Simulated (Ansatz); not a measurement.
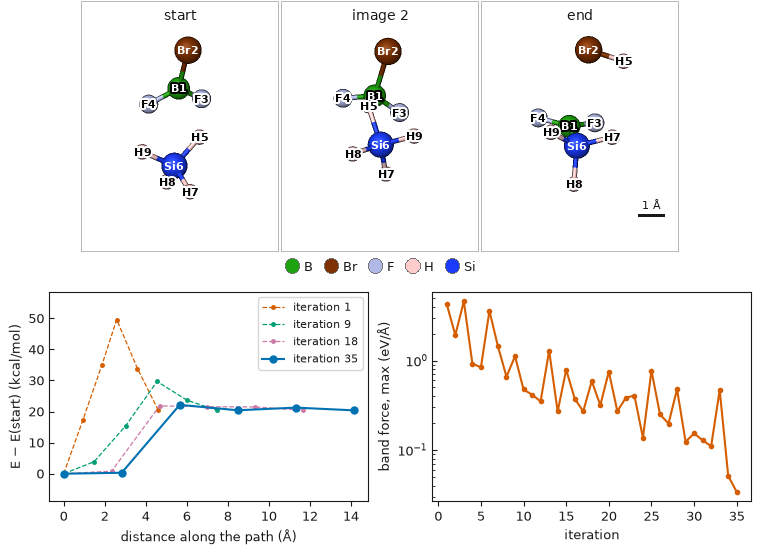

A nudged-elastic-band calculation for BSiH4BrF2, made up of BBrF2 and SiH4. Images are numbered from 0 (start) to 5 (end). The plot follows the band through its iterations. The picture is a ball-and-stick view, seen from a free direction.

The calculation used Ansatz 0.2.0, RKS B3LYP-D4/def2-SVP. Set-up: 4 movable images; no climbing image; force threshold 0.05 eV/Å; iteration limit 60; starting path through a guess of the saddle point.

### Did the band converge, and can the barrier be trusted?

The run is converged, with reservations. The band converged in 35 iterations. The largest component of the band force went from 4.2 to 0.034 eV/Å. No image climbed, so the highest image needn't lie on the saddle point, and the true maximum along this path can be higher. The first iteration put the highest image at 49.6 kcal/mol. The highest point, image 2, lies 22.2 kcal/mol above the start and 1.8 kcal/mol above the end; the end is at +20.4 kcal/mol relative to the start. The profile has 2 maxima (images 2, 4) with a dip at image 3 (+20.4 kcal/mol), so the process runs in steps.

Limits of the set-up: the start holds two separate molecules, 2.8 Å apart at their closest, whose relative position is a soft coordinate.
